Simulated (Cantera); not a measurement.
Feed: 1 mol V2O3, 0.51 mol H2, 1.4 mol H2O, equilibrated at 13.0 Pa.

Equilibrium computed with Cantera from the NASA thermochemical tables; the gas is ideal and each condensed phase is pure. Candidate condensed phases: H2O, V, VO, V2O3, V2O4, V2O5; 12 gas species. Condensed phases not in the tables: the oxides between V2O3 and V2O5 other than VO2. Kinetics and transport are ignored.

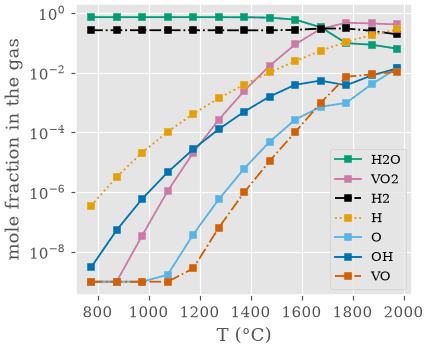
*Equilibrium gas composition (values under 1e-9 drawn at 1e-9)*

From 775 °C to 1675 °C the condensed part is V2O3(s). From 1775 °C to 1975 °C nothing is condensed.
